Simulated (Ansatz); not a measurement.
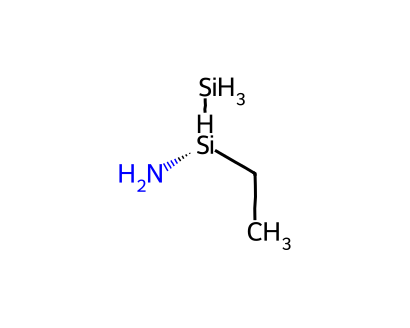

2D structure.

**Transcribe the drawing into SMILES.**

CC[Si@H](N)[SiH3]

**What is the molecular formula?**

C2H11NSi2.

**An optimisation with PBE0-D4/def2-TZVP gave a structure of which point group?**

C1.

More results for the same structure follow; atom numbers are the same in all pictures, views and colours differ. Computed geometry: PBE0-D4/def2-TZVP optimisation.

## Dipole moment

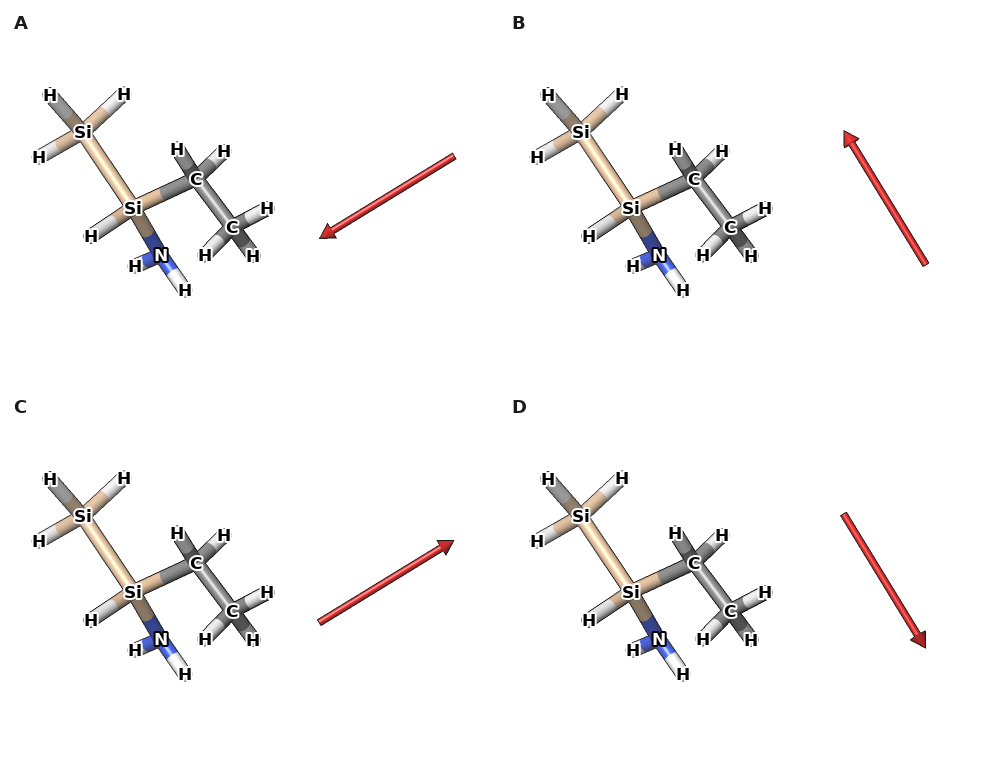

The same molecule four times, each with an arrow. Properties computed with RKS B3LYP-D4/def2-TZVPP (Ansatz 0.2.0).

**Which arrow points along the dipole moment, from the negative to the positive end?**

D. The dipole moment is 1.36 D.

## Levels of theory compared

Program: Ansatz 0.2.0.

At this fixed geometry, give HOMO–LUMO gap (eV) at these levels: BLYP-D4/def2-TZVPP; CAM-B3LYP-D4/def2-TZVPP; HSE06 (plane-wave form)-D4/def2-TZVPP; PBE0-D4/def2-QZVPP; PBE0-D4/def2-SVP; SPW92 (LDA)/def2-TZVPP; r2SCAN-D4/def2-TZVPP; r2SCAN0-D4/def2-TZVPP; r2SCANh-D4/def2-TZVPP; revPBE-D4/def2-TZVPP; ωB97M-V/def2-SVP; ωB97M-V/def2-TZVPP.

| level | HOMO–LUMO gap (eV) |
| --- | --- |
| BLYP-D4/def2-TZVPP | 5.21 |
| CAM-B3LYP-D4/def2-TZVPP | 9.76 |
| HSE06 (plane-wave form)-D4/def2-TZVPP | 6.61 |
| PBE0-D4/def2-QZVPP | 7.27 |
| PBE0-D4/def2-SVP | 7.58 |
| SPW92 (LDA)/def2-TZVPP | 5.12 |
| r2SCAN-D4/def2-TZVPP | 5.84 |
| r2SCAN0-D4/def2-TZVPP | 7.81 |
| r2SCANh-D4/def2-TZVPP | 6.64 |
| revPBE-D4/def2-TZVPP | 5.24 |
| ωB97M-V/def2-SVP | 11.66 |
| ωB97M-V/def2-TZVPP | 11.28 |

## Vibrations

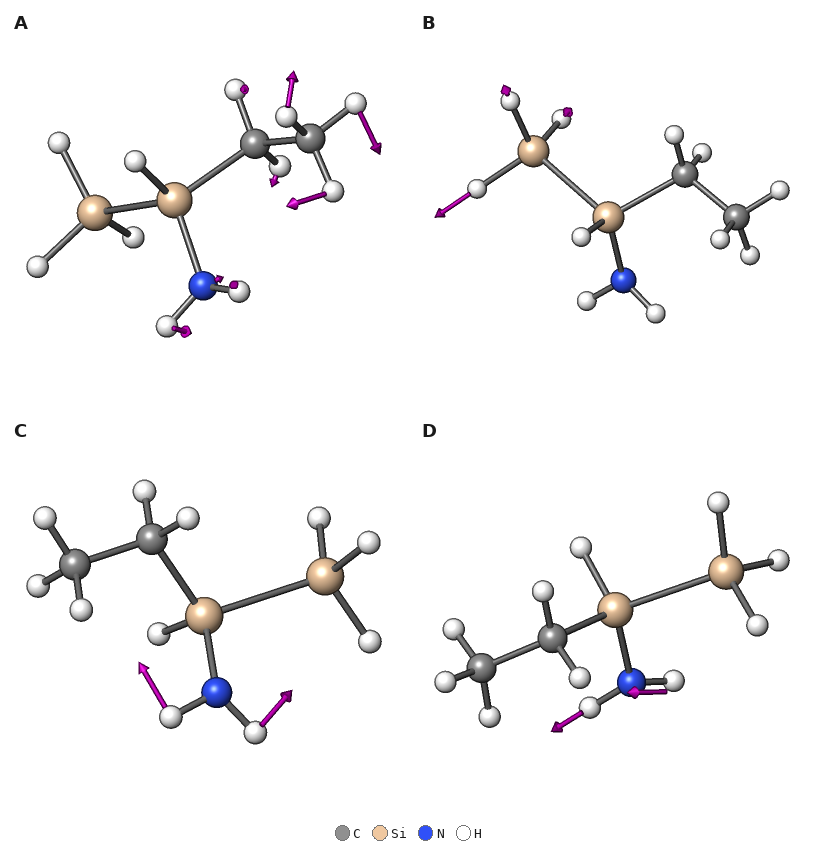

4 normal modes of one molecule or complex, as arrows. Harmonic vibrations computed with RKS PBE0-D4/def2-TZVP (Ansatz 0.2.0) at a stationary point of the same level.

**Match the panels to the wavenumbers 196 cm⁻¹, 1586 cm⁻¹, 2201 cm⁻¹, 3682 cm⁻¹.**

A: 196 cm⁻¹, a torsion or out-of-plane motion in which bond lengths and bond angles hardly change
B: 2201 cm⁻¹, Si–H stretching
C: 1586 cm⁻¹, angle bending
D: 3682 cm⁻¹, out-of-phase stretching of 2 N–H bonds

## Charges

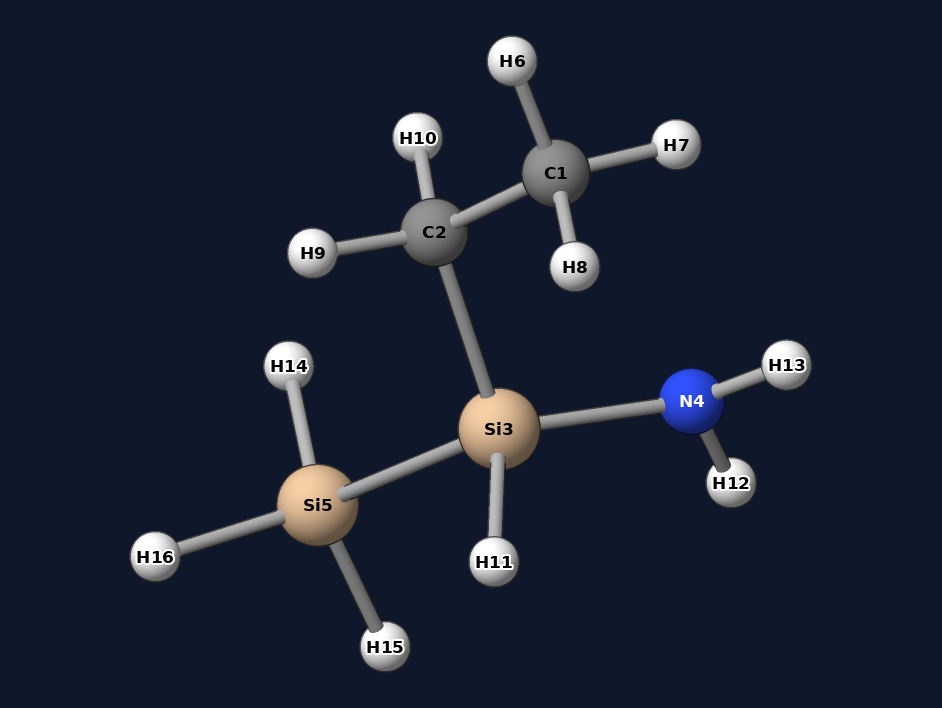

The questions are on Mulliken charges. Method: RKS B3LYP-D4/def2-TZVPP (Ansatz 0.2.0).

**Which atom carries the highest charge (most positive or least negative)?**

Si3 (0.42 e).

**And the lowest?**

N4 (−0.41 e).

List the Mulliken charges.

```csv
atom,value (e)
C1,−0.28
C2,−0.21
Si3,0.42
N4,−0.41
Si5,0.12
H6,0.09
H7,0.08
H8,0.09
H9,0.08
H10,0.08
H11,−0.13
H12,0.13
H13,0.13
H14,−0.06
H15,−0.07
H16,−0.06
```

Mulliken values depend strongly on the basis set and can even reverse the polarity of a bond.
